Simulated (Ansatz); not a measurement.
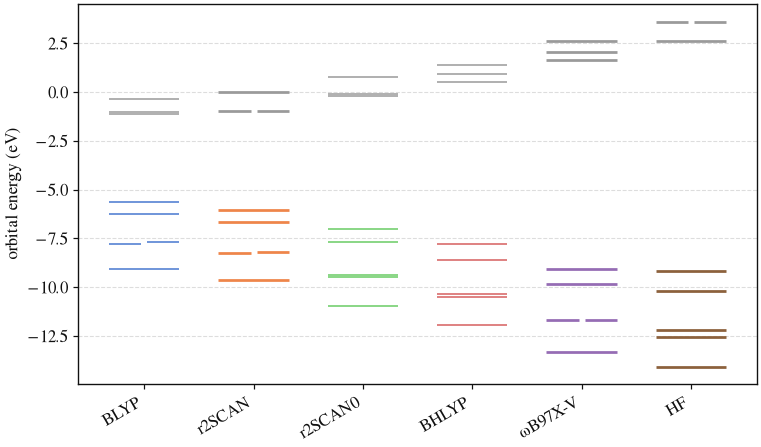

Frontier orbital energies of C₂H₄SSi (enethiol tautomer), SMILES SC1=C[SiH2]1 at one geometry, def2-TZVPP, the Ansatz code, at a PBE0-D4/def2-TZVP geometry (a minimum by its frequencies). Empty levels are grey, levels within 0.1 eV stand side by side; all columns show the same few orbitals around the gap.

**Compare the HOMO-LUMO separations.**

The separation grows from 4.53 eV (BLYP) to 11.79 eV (HF).

```csv
level,HOMO (eV),LUMO (eV),separation (eV)
BLYP,−5.65,−1.12,4.53
r2SCAN,−6.04,−0.98,5.06
r2SCAN0,−7.03,−0.22,6.81
BHLYP,−7.77,0.50,8.27
ωB97X-V,−9.09,1.64,10.73
HF,−9.18,2.61,11.79
```

Limits of at least one run: empty levels above zero depend strongly on the basis.
